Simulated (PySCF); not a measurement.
The calculation's input:

```
{"job": {"xc": "KT3", "basis": "pcSseg-1", "solvent": "acetonitrile", "kind": "nmr", "pop": true}, "charge": 0, "multiplicity": 1}
F     -1.234910     1.759149     0.362492
C     -1.922365     0.613805     0.247145
F     -2.748296     0.560434     1.306793
F     -2.705968     0.745124    -0.833431
C     -1.017121    -0.601400     0.169163
C     -0.122450    -0.498128    -1.031644
C      1.172554    -0.221985    -0.979747
Si     2.202246     0.091590     0.572353
H     -0.439943    -0.640338     1.093026
H     -1.662764    -1.480363     0.101558
H     -0.631359    -0.640094    -1.978431
H      1.695332    -0.159887    -1.925678
H      1.721034     1.289525     1.259328
H      3.592207     0.260408     0.150574
H      2.097389    -1.069850     1.464588
```

Launched as:

```sh
OMP_NUM_THREADS=1 python ens_run.py task.json out
```

Geometry: GFN2-xTB.

Computed with KT3/pcSseg-1, SCF density, in a acetonitrile solvent model, non-relativistic in PySCF 2.14.0.

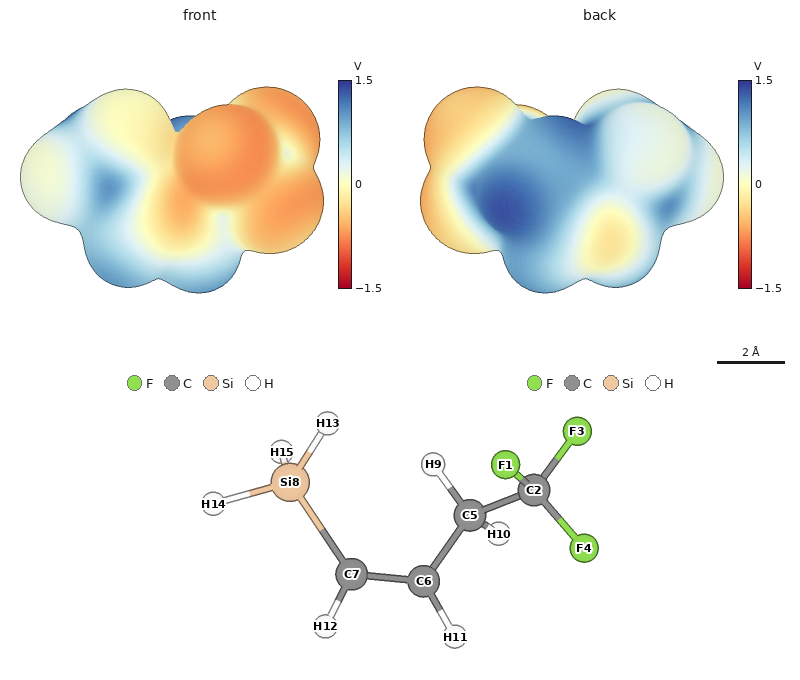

C4H7F3Si (SMILES FC(F)(F)C/C=C\[SiH3]). The molecular electrostatic potential painted on the density surface at 0.002 e/bohr³, seen from the front and from behind; the colour scale runs from red (negative) to blue (positive). The bare structure is drawn below in the same view.

Q: Which sites attract a positive test charge, and which a negative one?

A: A positive charge is drawn to the negative regions and a negative charge to the positive ones. The most negative region (about −0.7 V, or −16 kcal/mol for a unit charge) lies over F1 and F3, the most positive (about +1.3 V, or +30 kcal/mol for a unit charge) over H10.

Q: What dipole moment does the calculation give?

A: Its dipole moment is 2.29 D.
